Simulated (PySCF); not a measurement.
C$_{8}$H$_{7}$FO (SMILES CC(=O)c1cccc(F)c1)

```
atom    x (Å)    y (Å)    z (Å)
   C   2.6854  -0.4283  -0.0481
   C   1.6599   0.6151  -0.4115
   O   1.9867   1.6773  -0.8912
   C   0.2115   0.3077  -0.1682
   C  -0.7345   1.2756  -0.5272
   C  -2.0895   1.0394  -0.3232
   C  -2.5203  -0.1621   0.2403
   C  -1.5712  -1.1140   0.5926
   F  -1.9717  -2.2642   1.1316
   C  -0.2134  -0.8999   0.3975
   H   3.6834  -0.0410  -0.2842
   H   2.6317  -0.6766   1.0229
   H   2.5108  -1.3586  -0.6101
   H  -0.3722   2.2069  -0.9661
   H  -2.8258   1.7959  -0.6037
   H  -3.5774  -0.3731   0.4119
   H   0.4850  -1.6837   0.6934
```

Geometry: PBE0-D3(BJ)/def2-SVP.

Theory: PySCF, PBE0/pcSseg-1, SCF density, in a chloroform solvent model, non-relativistic.

Question: What will maps of the electron density and electron localisation function show?

Answer: C–O (1.21 Å): ρ is about 3.3 e/Å³ halfway; the ELF peaks at about 0.85 between the atoms (a multiple bond).
C–F (1.33 Å): ρ is about 2.4 e/Å³ halfway; the ELF peaks at about 0.85 between the atoms: a shared but strongly polarised pair.
C–C (1.39 Å): the density is about 2.1 e/Å³ at the midpoint; the ELF peaks at about 0.95 between the atoms (a covalent bond).
C–H (1.09 Å): ρ at the midpoint is about 2 e/Å³; the ELF climbs to about 1 towards the hydrogen, as it does in any bond to H: a covalent bond by its length.

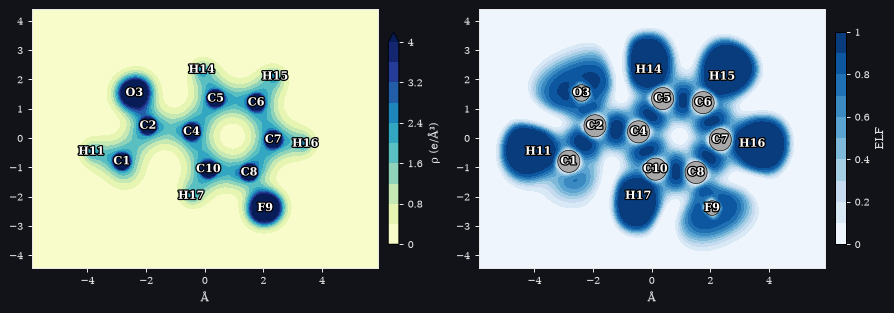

Computed electron density and electron localisation function on the plane of atoms C2, C4 and C10, in this order. Grey discs cover the atomic cores in the ELF map. 
